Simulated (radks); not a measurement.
**Valence configurations of Lu⁺**

NIST gives [Xe] 4f14 6s2 as the ground configuration of Lu⁺. Does this level of theory agree? Several fillings of the valence shells are run.

Method: scalar-relativistic Kohn-Sham, r2SCAN, spin-polarised, spherical densities, finite nucleus; open shells are filled with parallel spins first. Code: radks (a radial shooting solver on a logarithmic mesh, Libxc functionals) version 1.

### 1 What is computed

| Item | Value |
| --- | --- |
| element | lutetium (Z = 71) |
| charge | +1 |
| electrons | 70 |
| configuration | [Xe] 4f14 6s2 |
| nuclear rms radius | 5.37 fm |
| others tried | 4f13 5d1 6s2; 4f13 5d1 6s1.5 6p0.5; 4f13 5d0.5 6s2 6p0.5; 4f13 5d2 6s0.5 6p0.5; 4f12 5d2 6s2; 4f14 5d2; 4f12.5 5d1 6s2 6p0.5; 4f13 6s2 6p1; 4f14 5d1 6s1 |

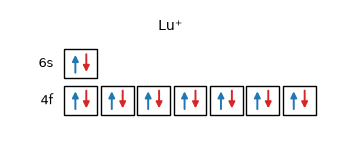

The shells outside the core, filled by Hund's rule for the drawing.

In the logs a row gives level, spin channel, occupation and eigenvalue; Etot, Ekin, Encl (electron-nucleus), Eh (Hartree) and Exc are energies, all in hartree; err is the last residual, it the number of iterations.

### 2 [Xe] 4f14 6s2

Settings of this run:

```text
Z 71
configuration [Xe] 4f14 6s2
relativity scalar-relativistic
functional r2scan,r2scan
spin polarised
nucleus finite rms 5.37 fm
c 137.035999084
```

What it wrote:

```text
1s      1   1.0000       -2327.02956029
2s      1   1.0000        -397.29422686
2p      1   3.0000        -349.46253506
3s      1   1.0000         -90.62874379
3p      1   3.0000         -76.20401223
3d      1   5.0000         -58.86170431
4s      1   1.0000         -18.49388712
4p      1   3.0000         -13.74050259
4d      1   5.0000          -7.50904215
4f      1   7.0000          -0.68614703
5s      1   1.0000          -2.63667605
5p      1   3.0000          -1.52670577
6s      1   1.0000          -0.40890053
1s      2   1.0000       -2327.02956029
2s      2   1.0000        -397.29422686
2p      2   3.0000        -349.46253506
3s      2   1.0000         -90.62874379
3p      2   3.0000         -76.20401223
3d      2   5.0000         -58.86170431
4s      2   1.0000         -18.49388712
4p      2   3.0000         -13.74050259
4d      2   5.0000          -7.50904215
4f      2   7.0000          -0.68614703
5s      2   1.0000          -2.63667605
5p      2   3.0000          -1.52670577
6s      2   1.0000          -0.40890053
Etot -14562.803370593672
Ekin 15909.014405844939
Encl -35861.6238609282
Eh 5690.192066188225
Exc -300.3859816986328
err 6.971169526902763e-06
it 12
```

The top filled level is 6s, -11.127 eV.

Radial moments (bohr):

| level | occupation | energy (eV) | <r> | outermost maximum (interpolated) | 90 % within | nodes |
| --- | --- | --- | --- | --- | --- | --- |
| 3d | 10 | -1601.7 | 0.1925 | 0.158 | 0.299 | 0 |
| 4s | 2 | -503.24 | 0.4782 | 0.446 | 0.686 | 3 |
| 4p | 6 | -373.90 | 0.5078 | 0.467 | 0.738 | 2 |
| 4d | 10 | -204.33 | 0.5478 | 0.481 | 0.823 | 1 |
| 5s | 2 | -71.748 | 1.171 | 1.04 | 1.69 | 4 |
| 5p | 6 | -41.544 | 1.380 | 1.19 | 2.03 | 3 |
| 4f | 14 | -18.671 | 0.7192 | 0.470 | 1.24 | 0 |
| 6s | 2 | -11.127 | 3.301 | 2.90 | 4.78 | 5 |

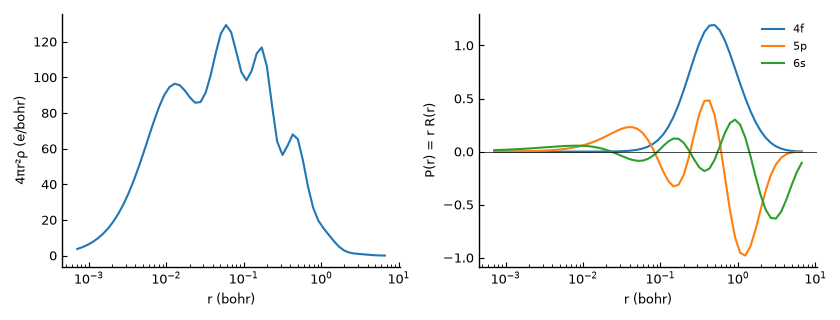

Radial density (left) and radial functions of outer levels (right).

### 3 [Xe] 4f13 5d1 6s2

Input: that of step 2 with these lines changed.

```diff
@@ -1,3 +1,3 @@
 Z 71
-configuration [Xe] 4f14 6s2
+configuration [Xe] 4f13 5d1 6s2
 relativity scalar-relativistic
```

What it wrote:

```text
1s      1   1.0000       -2327.32698199
2s      1   1.0000        -397.61491484
2p      1   3.0000        -349.77984843
3s      1   1.0000         -90.99457988
3p      1   3.0000         -76.56958440
3d      1   5.0000         -59.22194750
4s      1   1.0000         -18.85507346
4p      1   3.0000         -14.09347457
4d      1   5.0000          -7.85091162
4f      1   7.0000          -0.99133827
5s      1   1.0000          -2.81921375
5p      1   3.0000          -1.67691975
5d      1   1.0000          -0.40979950
6s      1   1.0000          -0.44346198
1s      2   1.0000       -2327.32712873
2s      2   1.0000        -397.61271766
2p      2   3.0000        -349.77810948
3s      2   1.0000         -90.97012624
3p      2   3.0000         -76.54491565
3d      2   5.0000         -59.20222965
4s      2   1.0000         -18.80593671
4p      2   3.0000         -14.04532748
4d      2   5.0000          -7.80298887
4f      2   6.0000          -0.94417783
5s      2   1.0000          -2.78443497
5p      2   3.0000          -1.64023479
5d      2   0.0000          -0.37236153
6s      2   1.0000          -0.42232576
Etot -14562.358506233482
Ekin 15908.788146192708
Encl -35840.92608667369
Eh 5669.678334795647
Exc -299.8989005481533
err 6.871296301162095e-06
it 13
```

Energy against step 2 ([Xe] 4f14 6s2): +12.105 eV. Highest occupied level: 5d up at -11.151 eV.

### 4 [Xe] 4f13 5d1 6s1.5 6p0.5

Settings of this run:

```text
Z 71
configuration [Xe] 4f13 5d1 6s1.5 6p0.5
relativity scalar-relativistic
functional r2scan,r2scan
spin polarised
nucleus finite rms 5.37 fm
c 137.035999084
```

What it wrote:

```text
1s      1   1.0000       -2327.35255756
2s      1   1.0000        -397.64016421
2p      1   3.0000        -349.80516621
3s      1   1.0000         -91.01973232
3p      1   3.0000         -76.59477064
3d      1   5.0000         -59.24717595
4s      1   1.0000         -18.88053763
4p      1   3.0000         -14.11896927
4d      1   5.0000          -7.87651654
4f      1   7.0000          -1.01723254
5s      1   1.0000          -2.84560770
5p      1   3.0000          -1.70240561
5d      1   1.0000          -0.43492171
6s      1   1.0000          -0.47304223
6p      1   0.5000          -0.28100549
1s      2   1.0000       -2327.35221528
2s      2   1.0000        -397.63780159
2p      2   3.0000        -349.80313473
3s      2   1.0000         -90.99513256
3p      2   3.0000         -76.56989949
3d      2   5.0000         -59.22720943
4s      2   1.0000         -18.83079608
4p      2   3.0000         -14.07017995
4d      2   5.0000          -7.82772671
4f      2   6.0000          -0.96846313
5s      2   1.0000          -2.80919043
5p      2   3.0000          -1.66440009
5d      2   0.0000          -0.38038375
6s      2   0.5000          -0.40865654
6p      2   0.0000          -0.22786755
Etot -14562.283812345815
Ekin 15908.695971836263
Encl -35839.02978269554
Eh 5667.93932883151
Exc -299.8893303180454
err 7.603435841714304e-07
it 14
```

Energy against step 2 ([Xe] 4f14 6s2): +14.138 eV. Highest occupied level: 6p up at -7.647 eV.

### 5 [Xe] 4f13 5d0.5 6s2 6p0.5

Settings of this run:

```text
Z 71
configuration [Xe] 4f13 5d0.5 6s2 6p0.5
relativity scalar-relativistic
functional r2scan,r2scan
spin polarised
nucleus finite rms 5.37 fm
c 137.035999084
```

What it wrote:

```text
1s      1   1.0000       -2327.40389959
2s      1   1.0000        -397.69294950
2p      1   3.0000        -349.85811700
3s      1   1.0000         -91.07211333
3p      1   3.0000         -76.64710824
3d      1   5.0000         -59.29949542
4s      1   1.0000         -18.93258800
4p      1   3.0000         -14.17120457
4d      1   5.0000          -7.92891193
4f      1   7.0000          -1.06852782
5s      1   1.0000          -2.89309334
5p      1   3.0000          -1.74324101
5d      1   0.5000          -0.45550642
6s      1   1.0000          -0.47806299
6p      1   0.5000          -0.28561626
1s      2   1.0000       -2327.40370964
2s      2   1.0000        -397.69167344
2p      2   3.0000        -349.85692648
3s      2   1.0000         -91.04747995
3p      2   3.0000         -76.62228996
3d      2   5.0000         -59.28003886
4s      2   1.0000         -18.88363896
4p      2   3.0000         -14.12315195
4d      2   5.0000          -7.88113998
4f      2   6.0000          -1.02268771
5s      2   1.0000          -2.86467436
5p      2   3.0000          -1.71745577
5d      2   0.0000          -0.42948024
6s      2   1.0000          -0.45208898
6p      2   0.0000          -0.25757350
Etot -14562.276731127642
Ekin 15908.737489735524
Encl -35835.56352671712
Eh 5664.358689261071
Exc -299.8093834071225
err 3.3863446530638296e-06
it 13
```

Energy against step 2 ([Xe] 4f14 6s2): +14.331 eV. 6p up is the highest filled level (-7.772 eV).

### 6 [Xe] 4f13 5d2 6s0.5 6p0.5

Settings of this run:

```text
Z 71
configuration [Xe] 4f13 5d2 6s0.5 6p0.5
relativity scalar-relativistic
functional r2scan,r2scan
spin polarised
nucleus finite rms 5.37 fm
c 137.035999084
```

What it wrote:

```text
1s      1   1.0000       -2327.25563297
2s      1   1.0000        -397.54059191
2p      1   3.0000        -349.70531295
3s      1   1.0000         -90.92054613
3p      1   3.0000         -76.49564354
3d      1   5.0000         -59.14808467
4s      1   1.0000         -18.78151038
4p      1   3.0000         -14.01960121
4d      1   5.0000          -7.77671152
4f      1   7.0000          -0.91886401
5s      1   1.0000          -2.75326563
5p      1   3.0000          -1.62190301
5d      1   2.0000          -0.38668873
6s      1   0.5000          -0.43908235
6p      1   0.5000          -0.25899321
1s      2   1.0000       -2327.25556796
2s      2   1.0000        -397.53662724
2p      2   3.0000        -349.70214873
3s      2   1.0000         -90.89635835
3p      2   3.0000         -76.47107178
3d      2   5.0000         -59.12765257
4s      2   1.0000         -18.73146962
4p      2   3.0000         -13.97066964
4d      2   5.0000          -7.72760234
4f      2   6.0000          -0.86704689
5s      2   1.0000          -2.70491148
5p      2   3.0000          -1.56447304
5d      2   0.0000          -0.29042197
6s      2   0.0000          -0.31736708
6p      2   0.0000          -0.16798171
Etot -14562.280738307716
Ekin 15908.606000130058
Encl -35845.575552344846
Eh 5674.737354292427
Exc -300.0485403853543
err 1.9128952596817122e-06
it 12
```

E − E(step 2, [Xe] 4f14 6s2) = +14.222 eV. 6p up is the highest filled level (-7.048 eV).

### 7 [Xe] 4f12 5d2 6s2

Settings of this run:

```text
Z 71
configuration [Xe] 4f12 5d2 6s2
relativity scalar-relativistic
functional r2scan,r2scan
spin polarised
nucleus finite rms 5.37 fm
c 137.035999084
```

What it wrote:

```text
1s      1   1.0000       -2327.64363387
2s      1   1.0000        -397.95903641
2p      1   3.0000        -350.11983294
3s      1   1.0000         -91.39119474
3p      1   3.0000         -76.96585427
3d      1   5.0000         -59.61233614
4s      1   1.0000         -19.23852244
4p      1   3.0000         -14.46657564
4d      1   5.0000          -8.21061005
4f      1   7.0000          -1.31459984
5s      1   1.0000          -2.99524244
5p      1   3.0000          -1.81948593
5d      1   2.0000          -0.48334203
6s      1   1.0000          -0.46947083
1s      2   1.0000       -2327.64390822
2s      2   1.0000        -397.95380856
2p      2   3.0000        -350.11568576
3s      2   1.0000         -91.33966844
3p      2   3.0000         -76.91381461
3d      2   5.0000         -59.57046470
4s      2   1.0000         -19.13553083
4p      2   3.0000         -14.36581373
4d      2   5.0000          -8.11030677
4f      2   5.0000          -1.21522602
5s      2   1.0000          -2.92180648
5p      2   3.0000          -1.74281487
5d      2   0.0000          -0.40734423
6s      2   1.0000          -0.43125674
Etot -14561.724869086223
Ekin 15908.403509265188
Encl -35818.90081812857
Eh 5648.195492323468
Exc -299.4230525463129
err 1.5918756331514296e-06
it 13
```

E − E(step 2, [Xe] 4f14 6s2) = +29.348 eV. Highest occupied level: 6s down at -11.735 eV.

### 8 [Xe] 4f14 5d2

Input: that of step 7 with these lines changed.

```diff
@@ -1,3 +1,3 @@
 Z 71
-configuration [Xe] 4f12 5d2 6s2
+configuration [Xe] 4f14 5d2
 relativity scalar-relativistic
```

What it wrote:

```text
1s      1   1.0000       -2326.87782464
2s      1   1.0000        -397.13819362
2p      1   3.0000        -349.30603905
3s      1   1.0000         -90.47315025
3p      1   3.0000         -76.04850586
3d      1   5.0000         -58.70631771
4s      1   1.0000         -18.33736958
4p      1   3.0000         -13.58320314
4d      1   5.0000          -7.35061240
4f      1   7.0000          -0.52988092
5s      1   1.0000          -2.48431580
5p      1   3.0000          -1.39479789
5d      1   2.0000          -0.26147978
1s      2   1.0000       -2326.87825566
2s      2   1.0000        -397.13566255
2p      2   3.0000        -349.30425952
3s      2   1.0000         -90.47440430
3p      2   3.0000         -76.04958654
3d      2   5.0000         -58.70604577
4s      2   1.0000         -18.33795757
4p      2   3.0000         -13.58401626
4d      2   5.0000          -7.35113769
4f      2   7.0000          -0.52452584
5s      2   1.0000          -2.46443279
5p      2   3.0000          -1.36020173
5d      2   0.0000          -0.19088984
Etot -14562.659991975052
Ekin 15908.717190056632
Encl -35871.830893498394
Eh 5701.060345856482
Exc -300.6066343897702
err 8.248733995860201e-07
it 15
```

E − E(step 2, [Xe] 4f14 6s2) = +3.902 eV. The top filled level is 5d up, -7.115 eV.

### 9 [Xe] 4f12.5 5d1 6s2 6p0.5

Input: that of step 8 with these lines changed.

```diff
@@ -1,3 +1,3 @@
 Z 71
-configuration [Xe] 4f14 5d2
+configuration [Xe] 4f12.5 5d1 6s2 6p0.5
 relativity scalar-relativistic
```

What it wrote:

```text
1s      1   1.0000       -2327.56236976
2s      1   1.0000        -397.86473445
2p      1   3.0000        -350.02792625
3s      1   1.0000         -91.26930263
3p      1   3.0000         -76.84413377
3d      1   5.0000         -59.49364576
4s      1   1.0000         -19.12415947
4p      1   3.0000         -14.35782783
4d      1   5.0000          -8.10904310
4f      1   7.0000          -1.23032757
5s      1   1.0000          -2.98352143
5p      1   3.0000          -1.81711257
5d      1   1.0000          -0.49497858
6s      1   1.0000          -0.49255234
6p      1   0.5000          -0.29123536
1s      2   1.0000       -2327.56223302
2s      2   1.0000        -397.86207854
2p      2   3.0000        -350.02563370
3s      2   1.0000         -91.23151487
3p      2   3.0000         -76.80602356
3d      2   5.0000         -59.46347203
4s      2   1.0000         -19.04896792
4p      2   3.0000         -14.28411835
4d      2   5.0000          -8.03573535
4f      2   5.5000          -1.15893145
5s      2   1.0000          -2.93613751
5p      2   3.0000          -1.77141128
5d      2   0.0000          -0.44934102
6s      2   1.0000          -0.45712070
6p      2   0.0000          -0.25966030
Etot -14561.968188920226
Ekin 15908.550768824864
Encl -35824.54020870149
Eh 5653.580038119596
Exc -299.5587871631951
err 2.748984891489951e-06
it 13
```

E − E(step 2, [Xe] 4f14 6s2) = +22.726 eV. 6p up is the highest filled level (-7.925 eV).

### 10 [Xe] 4f13 6s2 6p1

Settings of this run:

```text
Z 71
configuration [Xe] 4f13 6s2 6p1
relativity scalar-relativistic
functional r2scan,r2scan
spin polarised
nucleus finite rms 5.37 fm
c 137.035999084
```

What it wrote:

```text
1s      1   1.0000       -2327.48112371
2s      1   1.0000        -397.77133734
2p      1   3.0000        -349.93677387
3s      1   1.0000         -91.14985538
3p      1   3.0000         -76.72483941
3d      1   5.0000         -59.37725859
4s      1   1.0000         -19.01025770
4p      1   3.0000         -14.24911130
4d      1   5.0000          -8.00710429
4f      1   7.0000          -1.14570377
5s      1   1.0000          -2.96611646
5p      1   3.0000          -1.80786718
6s      1   1.0000          -0.51007798
6p      1   1.0000          -0.31400762
1s      2   1.0000       -2327.48055578
2s      2   1.0000        -397.77109226
2p      2   3.0000        -349.93619976
3s      2   1.0000         -91.12501602
3p      2   3.0000         -76.69985012
3d      2   5.0000         -59.35809245
4s      2   1.0000         -18.96150528
4p      2   3.0000         -14.20114863
4d      2   5.0000          -7.95948524
4f      2   6.0000          -1.10135952
5s      2   1.0000          -2.94497122
5p      2   3.0000          -1.79451038
6s      2   1.0000          -0.48076949
6p      2   0.0000          -0.27265834
Etot -14562.18813453343
Ekin 15908.68341383109
Encl -35830.190032216866
Eh 5659.05038553674
Exc -299.7319016843909
err 4.435430400562023e-06
it 13
```

Energy against step 2 ([Xe] 4f14 6s2): +16.741 eV. The top filled level is 6p up, -8.545 eV.

### 11 [Xe] 4f14 5d1 6s1

Input: that of step 10 with these lines changed.

```diff
@@ -1,3 +1,3 @@
 Z 71
-configuration [Xe] 4f13 6s2 6p1
+configuration [Xe] 4f14 5d1 6s1
 relativity scalar-relativistic
```

What it wrote:

```text
1s      1   1.0000       -2326.94552172
2s      1   1.0000        -397.20785252
2p      1   3.0000        -349.37590962
3s      1   1.0000         -90.54258707
3p      1   3.0000         -76.11791344
3d      1   5.0000         -58.77570258
4s      1   1.0000         -18.40754268
4p      1   3.0000         -13.65378928
4d      1   5.0000          -7.42189456
4f      1   7.0000          -0.60086067
5s      1   1.0000          -2.55425405
5p      1   3.0000          -1.45601133
5d      1   1.0000          -0.30280067
6s      1   1.0000          -0.40260103
1s      2   1.0000       -2326.94534435
2s      2   1.0000        -397.20624982
2p      2   3.0000        -349.37470231
3s      2   1.0000         -90.54322379
3p      2   3.0000         -76.11843393
3d      2   5.0000         -58.77541162
4s      2   1.0000         -18.40743366
4p      2   3.0000         -13.65373359
4d      2   5.0000          -7.42140522
4f      2   7.0000          -0.59606605
5s      2   1.0000          -2.54204828
5p      2   3.0000          -1.43497553
5d      2   0.0000          -0.23947367
6s      2   0.0000          -0.30233785
Etot -14562.755339568579
Ekin 15908.888768966073
Encl -35867.30860758975
Eh 5696.1830097728125
Exc -300.5185107177133
err 8.8202180824839e-07
it 15
```

E − E(step 2, [Xe] 4f14 6s2) = +1.307 eV. Highest occupied level: 5d up at -8.240 eV.

### 12 Results

| valence | E − E(NIST configuration) (eV) | moment (μB) | highest level | its energy (eV) | 1s shift (eV) |
| --- | --- | --- | --- | --- | --- |
| 4f14 6s2 | 0.000 | 0 | 6s | -11.127 | +0.00 |
| 4f14 5d1 6s1 | 1.307 | 2 | 5d up | -8.240 | +2.29 |
| 4f14 5d2 | 3.902 | 2 | 5d up | -7.115 | +4.12 |
| 4f13 5d1 6s2 | 12.105 | 2 | 5d up | -11.151 | -8.10 |
| 4f13 5d1 6s1.5 6p0.5 | 14.138 | 3 | 6p up | -7.647 | -8.79 |
| 4f13 5d2 6s0.5 6p0.5 | 14.222 | 4 | 6p up | -7.048 | -6.15 |
| 4f13 5d0.5 6s2 6p0.5 | 14.331 | 2 | 6p up | -7.772 | -10.19 |
| 4f13 6s2 6p1 | 16.741 | 2 | 6p up | -8.545 | -12.29 |
| 4f12.5 5d1 6s2 6p0.5 | 22.726 | 3 | 6p up | -7.925 | -14.50 |
| 4f12 5d2 6s2 | 29.348 | 4 | 6s down | -11.735 | -16.72 |

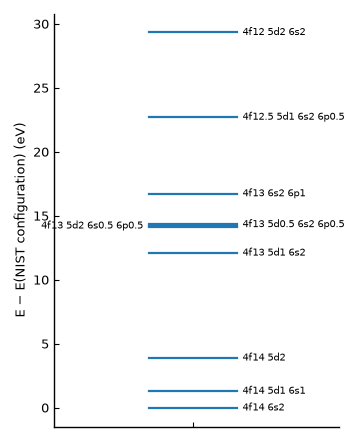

Energies of the configurations.

In words: The NIST configuration is the lowest of those tried, 1.307 eV under 4f14 5d1 6s1. The energies are those of spherical high-spin densities, not of single terms. The 1s eigenvalue shifts by up to 16.72 eV as the valence charge is rearranged.
